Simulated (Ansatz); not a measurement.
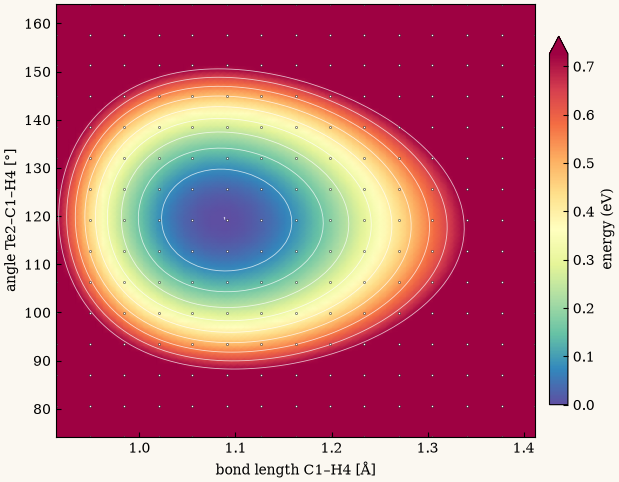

CH3Te, SMILES [CH2+][TeH], charge +1. Coordinates scanned: (1) bond length C1–H4; (2) angle Te2–C1–H4. Nothing is relaxed (all other coordinates rigid). Grid: 15 × 15 points. Points are written as (first, second). Energies: eV, counted from the lowest grid point. These are results of Ansatz 0.2.0, RKS PBE0-D4/def2-TZVP, not measurements.

The picture shows a smooth colour map with a few white contour lines, dots at the grid points, one colour for all values above the top of the scale. Between grid points the surface is interpolated.

Where is the minimum, and how stiff is the well along each coordinate?

Answer. The interpolated minimum is at bond length C1–H4 ≈ 1.086 Å, angle Te2–C1–H4 ≈ 119.1°. The curvatures there are about 35 eV/Å² and 4.7 eV/rad², with a cross term of about 0.4 eV/(Å·rad). Round the minimum the two coordinates are nearly uncoupled.
